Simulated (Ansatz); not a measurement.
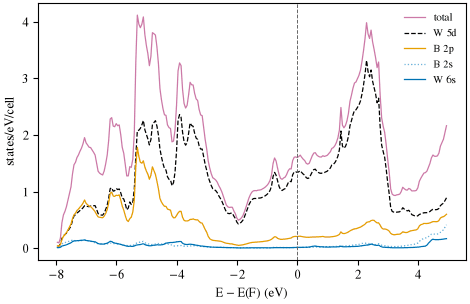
*Total and projected density of states of BW in space group Cmcm (No. 63; B on 4c, W on 4c), LDA in the plane-wave PAW code Ansatz*

Task: Which orbitals carry the states next to the Fermi level?

Result: Within 0.5 eV of the Fermi level: W 5d 83 %, B 2p 13 %. Projections are on Löwdin-orthogonalised atomic valence shells; empty p or d shells of many metals are not among them.

Task: Where is the tallest occupied peak in this window, and what makes it?

Result: Near -5.3 eV, about 4.1 states/eV per cell; the largest projected share is W 5d.

The workflow started from a Materials Project entry (that database holds measured and hypothetical structures alike); the Crystallography Open Database copy checked does not list it. COD files the formula under space group No. 141. Whether it is the stable phase at ambient conditions was not checked. The cell was relaxed with LDA under the symmetry of its start; whether a distortion lowers the energy is not shown. The run is not spin-polarised. Spin–orbit coupling is left out wherever it is not named.

Potentials: the later of the program's two PAW sets.
